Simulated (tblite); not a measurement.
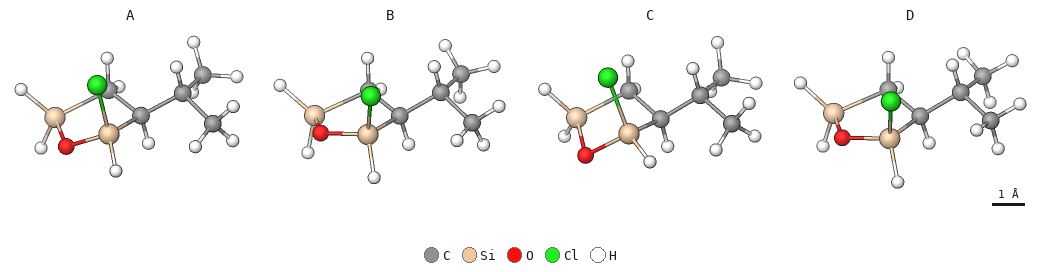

4 geometries from one relaxation of C₅H₁₃ClOSi₂, in shuffled order. A ball-and-stick model, seen from a free direction.

These are results of tblite, GFN2-xTB geometry optimisation, gas phase, not measurements. 

Question: Put them in the order of the run, from the start to the converged end.

Answer: C, A, B, D. They are steps 0, 17, 34, 105, at +128.7 kJ/mol, +25.8 kJ/mol, +4.83 kJ/mol relative to the last. After 105 geometry steps the energy has fallen by 128.7 kJ/mol. The Cl atom moves most after the best rigid fit: 1.29 Å. By element the largest moves are Cl 1.29 Å, H 0.94 Å, O 0.59 Å, Si 0.19 Å, C 0.14 Å. Near-neighbour distances that change, for instance: Cl–Si 3.271 → 4.112 Å, O–Si 1.725 → 1.630 Å, Cl–Si 2.095 → 2.003 Å, O–Si 1.715 → 1.646 Å. Bond angles that change, for instance: Si–O–Si 99.6° → 119.6°, H–C–H 117.4° → 106.5°, O–Si–H 114.2° → 105.8°. Groups turn about C–C by about 40°, O–Si by about 40°, C–C by about 40°.
